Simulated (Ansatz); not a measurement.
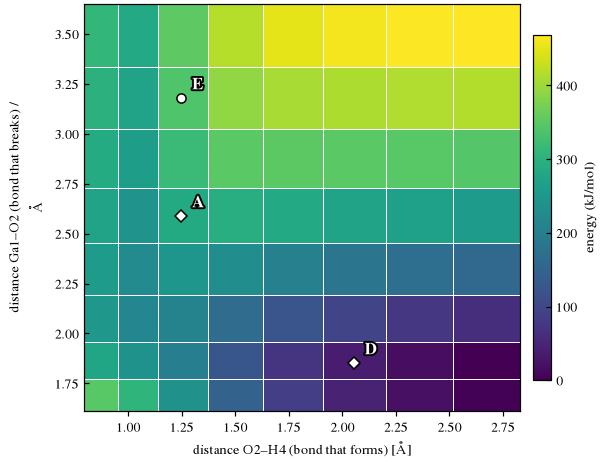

The reacting system ClGaH3NO (fragments ClGaH₃NO where the first distance is long, ClGaHN + H₂O where the second is long). The first coordinate is: distance O2–H4 (bond that forms); the second: distance Ga1–O2 (bond that breaks). Relaxed at each point: all other coordinates. The scan uses an 8 × 8 grid. Points are written as (first, second). All energies are given in kJ/mol relative to the lowest grid point. Energies and slopes of some neighbouring points disagree (a jump in structure or state, or too coarse a mesh). The reference is spin-restricted, so regions where a bond is pulled apart into radicals lie too high. These are results of Ansatz, RKS PBE0-D4/def2-SVP, not measurements.

In the figure: one coloured cell a grid point, lettered points.

Rank the lettered points by energy, lowest first.

Answer. D (38 kJ/mol), A (285 kJ/mol), E (339 kJ/mol).
